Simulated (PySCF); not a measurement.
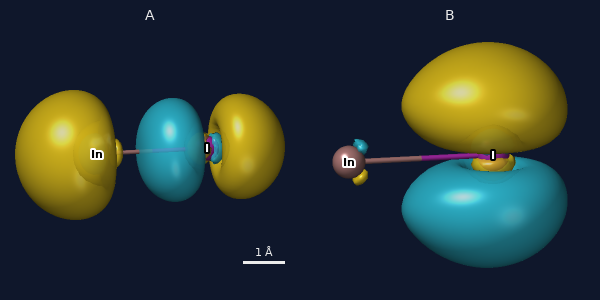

InI. Two frontier orbitals, each drawn at the value that holds 80 % of its norm (yellow and cyan are the two phases), in no order; of a degenerate pair one member is drawn.

Theory: PBE0/x2c-TZVPPall, spin-free X2C-1e, Gaussian nucleus, at a bond length of 2.778 Å in PySCF.

Q: Name the orbitals and rank them from lowest to highest energy.

A: Orbital B: π, occupied, −7.14 eV; mainly on I (90 %).
Orbital A: σ, occupied, −6.78 eV; shared between the atoms (In 50 %, I 50 %).
